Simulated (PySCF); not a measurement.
# 4-hydroxy-1-fluorobenzene: NMR shifts at several levels of theory, part 2 of 2

PySCF 2.14.0. Atoms count from 0.

## (6) Nuclear shieldings: PBE0/6-31G

The job: settings as JSON, then the geometry in Å.

```
{"job": {"kind": "nmr", "xc": "PBE0", "basis": "6-31G", "pop": true}, "charge": 0, "multiplicity": 1}
O     -2.030342    -0.964620    -0.924173
C     -0.863061    -0.495610    -0.431910
C      0.230001    -0.181430    -1.244688
C      1.411792     0.301849    -0.685602
C      1.493313     0.468026     0.689428
F      2.623101     0.930544     1.230077
C      0.416382     0.159830     1.513511
C     -0.760721    -0.322043     0.952713
H     -1.965571    -1.037040    -1.881811
H      0.159294    -0.314488    -2.328719
H      2.271954     0.551257    -1.309824
H      0.512025     0.301183     2.591876
H     -1.620485    -0.571622     1.577317
```

Method: GIAO PBE0/6-31G NMR shielding, non-relativistic, gas phase.

What it wrote:

```text
coarse grid: 11792 points
cycle   1  E = -406.1128393307  dE =  1.597e+00  |g| = 6.791e-01  |ddm| = 3.884e+00
cycle   2  E = -406.0420871195  dE =  7.075e-02  |g| = 9.428e-01  |ddm| = 1.794e+00
cycle   3  E = -406.2041748495  dE = -1.621e-01  |g| = 1.039e-01  |ddm| = 1.017e+00
cycle   4  E = -406.2067852104  dE = -2.610e-03  |g| = 3.659e-02  |ddm| = 1.681e-01
cycle   5  E = -406.2070925540  dE = -3.073e-04  |g| = 1.346e-02  |ddm| = 5.307e-02
cycle   6  E = -406.2071427415  dE = -5.019e-05  |g| = 2.711e-03  |ddm| = 1.951e-02
cycle   7  E = -406.2071446705  dE = -1.929e-06  |g| = 9.917e-04  |ddm| = 4.286e-03
final grid: 116920 points
cycle   8  E = -406.1498471708  dE = -1.474e-05  |g| = 8.334e-03  |ddm| = 2.142e-02
cycle   9  E = -406.1498326768  dE =  1.449e-05  |g| = 1.210e-02  |ddm| = 2.217e-02
cycle  10  E = -406.1498634325  dE = -3.076e-05  |g| = 1.023e-03  |ddm| = 1.355e-02
cycle  11  E = -406.1498636690  dE = -2.366e-07  |g| = 1.132e-04  |ddm| = 1.161e-03
cycle  12  E = -406.1498636702  dE = -1.153e-09  |g| = 9.179e-05  |ddm| = 2.434e-04
cycle  13  E = -406.1498636723  dE = -2.064e-09  |g| = 1.087e-05  |ddm| = 1.206e-04
cycle  14  E = -406.1498636723  dE = -2.160e-11  |g| = 6.354e-06  |ddm| = 1.953e-05
converged SCF energy = -406.1498636723

GIAO shielding tensors (ppm)
atom      isotropic    diamagn.    paramagn.     s11        s22        s33       span
  0 O      219.362     390.033    -170.671    177.337    233.081    247.667     70.331
  1 C       53.658     254.614    -200.956    -27.025     44.340    143.658    170.682
  2 C       88.940     261.100    -172.160     16.474     81.502    168.845    152.371
  3 C       85.518     259.627    -174.108      9.812     67.546    179.197    169.385
  4 C       47.022     252.902    -205.880    -27.318     57.361    111.024    138.342
  5 F      310.480     468.103    -157.623    230.658    309.845    390.938    160.281
  6 C       83.754     259.552    -175.798      6.833     64.355    180.074    173.241
  7 C       85.248     257.174    -171.926     12.043     64.598    179.104    167.060
  8 H       29.396      30.749      -1.354     22.300     28.059     37.828     15.528
  9 H       26.433      30.962      -4.529     23.149     27.552     28.597      5.448
 10 H       25.834      29.172      -3.338     22.703     26.895     27.904      5.201
 11 H       25.674      29.096      -3.422     22.666     26.604     27.751      5.085
 12 H       25.620      29.461      -3.842     22.177     26.590     28.092      5.915
```

Run time: 7.3 s. Hardware: 1 thread, shared host.

Key values: δ C4 152.5, C1 145.9, C3 114.9, C2 112.4, H10 6.86, H9 6.59 ppm (means over like atoms).

## (7) Shielding tensors: PBE0/6-31G*

Settings changed since step 6:

```diff
@@ -1,2 +1,2 @@
-{"job": {"kind": "nmr", "xc": "PBE0", "basis": "6-31G", "pop": true}, "charge": 0, "multiplicity": 1}
+{"job": {"kind": "nmr", "xc": "PBE0", "basis": "6-31G*", "pop": true}, "charge": 0, "multiplicity": 1}
 O     -2.030342    -0.964620    -0.924173
```

With the program's defaults for keys left out, this is: GIAO PBE0/6-31G* NMR shielding, non-relativistic, gas phase.

What it wrote:

```text
coarse grid: 11792 points
cycle   1  E = -406.2127750224  dE =  1.487e+00  |g| = 6.934e-01  |ddm| = 3.824e+00
cycle   2  E = -406.1610550910  dE =  5.172e-02  |g| = 8.935e-01  |ddm| = 1.314e+00
cycle   3  E = -406.3019958136  dE = -1.409e-01  |g| = 1.180e-01  |ddm| = 7.958e-01
cycle   4  E = -406.3051550880  dE = -3.159e-03  |g| = 3.578e-02  |ddm| = 1.512e-01
cycle   5  E = -406.3054287375  dE = -2.736e-04  |g| = 1.559e-02  |ddm| = 4.694e-02
cycle   6  E = -406.3054919685  dE = -6.323e-05  |g| = 3.190e-03  |ddm| = 1.846e-02
cycle   7  E = -406.3054943962  dE = -2.428e-06  |g| = 1.274e-03  |ddm| = 4.186e-03
final grid: 116920 points
cycle   8  E = -406.2475482406  dE = -2.140e-05  |g| = 8.976e-03  |ddm| = 2.409e-02
cycle   9  E = -406.2475310676  dE =  1.717e-05  |g| = 1.310e-02  |ddm| = 1.956e-02
cycle  10  E = -406.2475667731  dE = -3.571e-05  |g| = 9.928e-04  |ddm| = 1.182e-02
cycle  11  E = -406.2475669857  dE = -2.126e-07  |g| = 1.535e-04  |ddm| = 1.040e-03
cycle  12  E = -406.2475669897  dE = -4.034e-09  |g| = 7.254e-05  |ddm| = 1.974e-04
cycle  13  E = -406.2475669907  dE = -1.048e-09  |g| = 2.227e-05  |ddm| = 9.368e-05
cycle  14  E = -406.2475669909  dE = -1.172e-10  |g| = 7.858e-06  |ddm| = 2.942e-05
converged SCF energy = -406.2475669909

GIAO shielding tensors (ppm)
atom      isotropic    diamagn.    paramagn.     s11        s22        s33       span
  0 O      228.701     391.649    -162.948    189.867    239.009    257.226     67.359
  1 C       51.359     251.981    -200.623    -27.260     42.756    138.581    165.842
  2 C       86.293     261.468    -175.175     14.437     78.676    165.765    151.329
  3 C       83.317     259.876    -176.559      8.228     66.243    175.479    167.251
  4 C       45.287     250.431    -205.144    -27.592     56.587    106.867    134.459
  5 F      317.960     471.958    -153.998    246.712    313.925    393.244    146.532
  6 C       81.986     259.671    -177.685      5.980     63.668    176.310    170.331
  7 C       83.907     258.401    -174.494     11.104     65.020    175.595    164.491
  8 H       28.768      29.254      -0.486     21.088     27.605     37.612     16.524
  9 H       25.826      30.787      -4.961     22.104     26.650     28.722      6.618
 10 H       25.335      28.953      -3.617     21.883     26.131     27.991      6.108
 11 H       25.195      28.906      -3.711     21.818     25.933     27.834      6.016
 12 H       25.264      29.565      -4.301     21.574     25.952     28.265      6.691
```

It took 11 s on 1 thread, shared host.

In short: δ C4 148.9, C1 142.8, C3 111.5, C2 109.0, H10 6.70, H9 6.42 ppm (means over like atoms).

## (8) Shielding tensors: PBE0/6-311+G(2d,p)

Settings changed since step 7:

```diff
@@ -1,2 +1,2 @@
-{"job": {"kind": "nmr", "xc": "PBE0", "basis": "6-31G*", "pop": true}, "charge": 0, "multiplicity": 1}
+{"job": {"kind": "nmr", "xc": "PBE0", "basis": "6-311+G(2d,p)", "pop": true}, "charge": 0, "multiplicity": 1}
 O     -2.030342    -0.964620    -0.924173
```

Level: GIAO PBE0/6-311+G(2d,p) NMR shielding, non-relativistic, gas phase.

What it wrote:

```text
coarse grid: 11792 points
cycle   1  E = -406.2920674067  dE =  1.487e+00  |g| = 6.965e-01  |ddm| = 5.124e+00
cycle   2  E = -406.2247506553  dE =  6.732e-02  |g| = 9.531e-01  |ddm| = 2.315e+00
cycle   3  E = -406.3765981691  dE = -1.518e-01  |g| = 1.253e-01  |ddm| = 1.513e+00
cycle   4  E = -406.3797119890  dE = -3.114e-03  |g| = 4.839e-02  |ddm| = 2.298e-01
cycle   5  E = -406.3802370190  dE = -5.250e-04  |g| = 1.543e-02  |ddm| = 7.114e-02
cycle   6  E = -406.3802923405  dE = -5.532e-05  |g| = 4.767e-03  |ddm| = 2.222e-02
cycle   7  E = -406.3802980120  dE = -5.671e-06  |g| = 1.246e-03  |ddm| = 7.393e-03
final grid: 116920 points
cycle   8  E = -406.3812244842  dE = -5.246e-05  |g| = 8.698e-03  |ddm| = 1.386e-01
cycle   9  E = -406.3812065672  dE =  1.792e-05  |g| = 1.295e-02  |ddm| = 2.281e-02
cycle  10  E = -406.3812398462  dE = -3.328e-05  |g| = 1.149e-03  |ddm| = 1.442e-02
cycle  11  E = -406.3812400675  dE = -2.213e-07  |g| = 2.903e-04  |ddm| = 2.016e-03
cycle  12  E = -406.3812400851  dE = -1.760e-08  |g| = 8.978e-05  |ddm| = 5.584e-04
cycle  13  E = -406.3812400867  dE = -1.535e-09  |g| = 4.414e-05  |ddm| = 1.563e-04
cycle  14  E = -406.3812400872  dE = -5.252e-10  |g| = 6.015e-06  |ddm| = 6.540e-05
converged SCF energy = -406.3812400872

GIAO shielding tensors (ppm)
atom      isotropic    diamagn.    paramagn.     s11        s22        s33       span
  0 O      217.385     393.078    -175.693    169.090    226.648    256.417     87.327
  1 C       30.365     260.765    -230.399    -58.418     24.799    124.714    183.132
  2 C       70.871     253.134    -182.263     -9.742     65.258    157.095    166.837
  3 C       67.582     255.465    -187.883    -16.877     51.887    167.738    184.615
  4 C       24.987     253.728    -228.740    -57.307     41.352     90.917    148.224
  5 F      307.388     497.692    -190.304    236.066    311.112    374.985    138.919
  6 C       65.932     256.387    -190.455    -19.440     48.888    168.347    187.787
  7 C       67.945     255.093    -187.148    -14.863     50.924    167.774    182.637
  8 H       28.081      30.487      -2.406     20.186     27.321     36.735     16.549
  9 H       24.991      30.786      -5.795     21.747     24.943     28.281      6.534
 10 H       24.502      28.239      -3.737     21.424     24.538     27.544      6.120
 11 H       24.398      28.492      -4.095     21.419     24.347     27.426      6.007
 12 H       24.501      29.206      -4.705     21.252     24.461     27.792      6.540
```

Run time: 30 s. Hardware: 1 thread, shared host.

In short: δ C4 161.5, C1 156.1, C3 119.7, C2 117.0, H10 7.06, H9 6.76 ppm (means over like atoms).

## (9) Run by run: NMR shifts

Shifts (ppm) of some atoms, chosen among heavy atoms and hydrogens apart, means over like atoms, with basis size and wall time (the measured row can stand on another reference than the computed rows):

```
               run     C4     C1     C3   H10    H9     O0      F5  functions   time
       HF/pcSseg-1  161.1  159.3  125.4  7.37  6.96   85.4  -109.5        161  6.8 s
 mPW1PW91/pcSseg-1  163.5  157.7  121.8  7.01  6.69  117.7  -126.0        161   14 s
       PBE0/STO-3G  123.2  121.3  103.6  6.58  6.16   67.9   -25.0         45  3.4 s
        PBE0/6-31G  152.5  145.9  114.9  6.86  6.59   99.1  -133.1         82  7.3 s
       PBE0/6-31G*  148.9  142.8  111.5  6.70  6.42   95.5  -119.1        122   11 s
PBE0/6-311+G(2d,p)  161.5  156.1  119.7  7.06  6.76  109.2  -132.6        246   30 s
          measured      –      –      –     –     –      –  -124.6          –      –
```

Measured: G. Saielli, R. Bini, A. Bagno, Computational 19F NMR. 2. Organic compounds, RSC Adv. 2014, ESI (exp. from Berger-Braun-Kalinowski 1994 and Everett 1995).

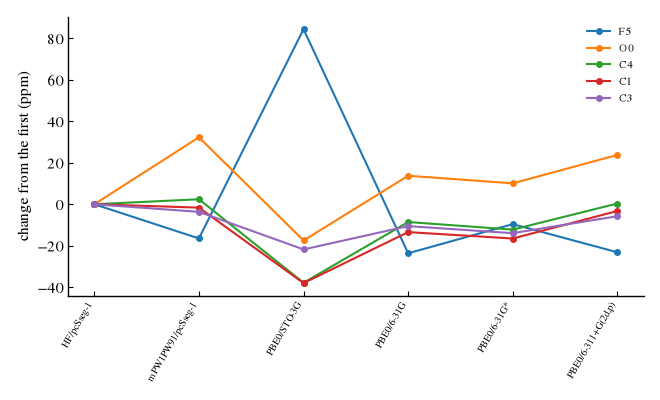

How five of the tabulated atoms move from run to run.

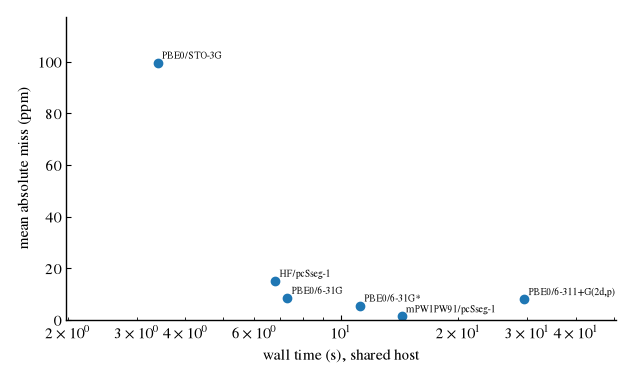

Cost against miss for the one measured 19F shift.

## (10) Outcome

What follows sums up all 2 parts.

| quantity | value |
| --- | --- |
| point group | Cs |
| rotational constants (main isotopes) | 5.65, 1.46, 1.16 GHz |
| 13C shifts against TMS (HF/pcSseg-1, means over atoms taken as alike) | 161.1, 159.3, 125.4, 120.8 ppm |
| 1H shifts against TMS (HF/pcSseg-1, means over atoms taken as alike) | 7.37, 6.96, 3.80 ppm |
| 17O shifts against H2O (HF/pcSseg-1) | 85.4 ppm |
| 19F shifts against CFCl3 (HF/pcSseg-1) | -109.5 ppm |
| measured, and computed on the same scale | F5 δ -124.6, -109.5 ppm |
| range of the shift of F5 | -133.1 to -25.0 ppm |
| property runs in this session | 6, of which 0 failed and 1 gave unsound results |

Single values in the summary come from the first run of each kind that ended normally (HF/pcSseg-1), which need not be the best level. The optimisation took 5 steps and gained 0.031 eV; among the close pairs (by a distance rule), C4–F5 changed most, from 1.352 to 1.335 Å. At HF/pcSseg-1: The largest span, 216 ppm, is at C1, where the paramagnetic term is -221 ppm. The one measured 19F shift is missed by +15.1 ppm (computed less measured, unscaled). Vibration, temperature and solvent are missing from the calculation, and it holds one conformer, so part of the miss against the measured shifts is not the functional's. In ppm, F5 moves most: its shift spreads over 108.1 ppm, from -133.1 (PBE0/6-31G) to -25.0 (PBE0/STO-3G). A minimal basis is unusable for shieldings, so that end is no result. Most of that comes from the computed reference, not from the atom's own shielding. For the one measured 19F shift, mPW1PW91/pcSseg-1 misses least (1.4 ppm, 14 s) and PBE0/STO-3G most (99.6 ppm, 3.4 s). One molecule ranks no method: errors cancel, and vibration and temperature are missing from all runs.
